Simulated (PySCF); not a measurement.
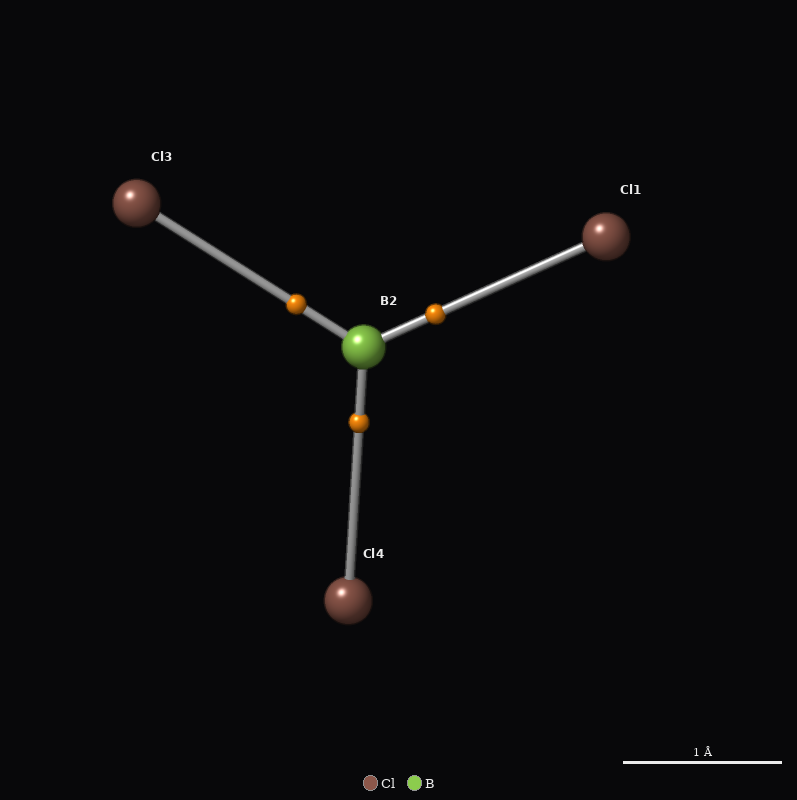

*BCl3, SMILES `ClB(Cl)Cl`. Molecular graph of the electron density (QTAIM): bond paths, bond critical points (orange), ring points (yellow, if any); weak paths are dashed.*

PySCF calculation, TPSSh/def2-TZVP, gas phase; geometry: GFN2-xTB. No frequency check shows the geometry to be a minimum. GFN2-xTB bond lengths at metals and heavier atoms can be off by up to 0.1 Å and shapes distorted, which carries into these values.

How many critical points of each kind are there, and does the count close?

Answer. 4 nuclei, 3 bond, 0 ring and 0 cage critical points: 4 − 3 + 0 − 0 = 1, as the Poincaré–Hopf relation requires.

Give the properties at the bond critical points.

Answer.
| bond | length (Å) | ρ (a.u.) | ∇²ρ (a.u.) | ε | H (a.u.) |
| --- | --- | --- | --- | --- | --- |
| B2–Cl3 (3 alike) | 1.723 | 0.161 | +0.01 | 0.04 | −0.163 |

What kind of interaction is B2–Cl3?

Answer. Polar or intermediate (positive Laplacian, negative energy density H): ρ = 0.161, ∇²ρ = +0.01, H = −0.163 a.u.
